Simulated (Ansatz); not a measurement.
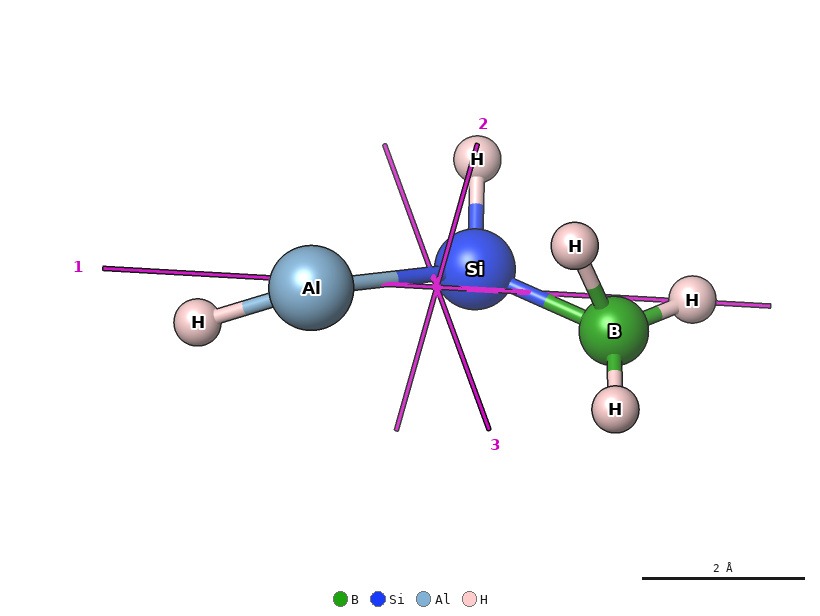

The three principal axes of inertia are drawn and numbered. Distant atoms are faded towards the background colour. Charge 0, doublet. The geometry was computed by an optimisation with PBE-D4/def2-SVP. No frequency run is at hand to confirm it as a minimum. Masses are those of the most abundant isotopes; constants are for the rigid equilibrium geometry.

### Which line is the a axis (least moment of inertia), which b and which c?

a is line 1, b is line 3, c is line 2; the moments are 24.1, 170, 188 u Å².

### Classify the rotor and give the rotational constants (MHz).

An asymmetric top (C1): A = 20974, B = 2981, C = 2695 MHz. Ray's parameter κ is −0.97, close to the prolate limit.
